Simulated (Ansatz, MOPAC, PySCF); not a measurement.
Torsion C1–C2–C3–C4 in C4H10 (SMILES CCCC); at each angle all else is relaxed with GFN2-xTB, and the levels are single points there.
Geometry at 180° (charge 0, multiplicity 1):
```xyz
14

C     -1.538    -0.253     0.453
C     -0.726     0.541    -0.563
C      0.706     0.023    -0.677
C      1.519     0.817    -1.693
H     -1.083    -0.189     1.439
H     -1.587    -1.301     0.167
H     -2.553     0.133     0.519
H     -0.705     1.593    -0.269
H     -1.209     0.481    -1.541
H      0.686    -1.029    -0.971
H      1.189     0.083     0.301
H      1.569     1.865    -1.406
H      1.063     0.755    -2.679
H      2.533     0.430    -1.759
```
Energies count from the point at 180°.

Correlated levels freeze the cores. CBS(a, b) extrapolates the correlation energy as X⁻³ and adds the Hartree–Fock energy of set b. The state that PM3 reach isn't checked.

Programs: Ansatz (an electronic-structure program); MOPAC for PM3 (differences of heats of formation); PySCF for the dispersion terms. 

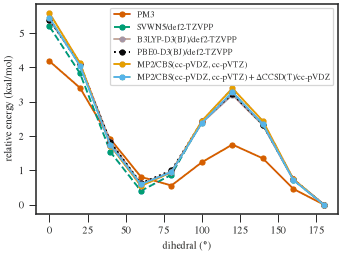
Fig. 1. Relative energy along the coordinate

### Question
Read off the PM3 curve at dihedral = 120.

### Answer
about 1.8 kcal/mol
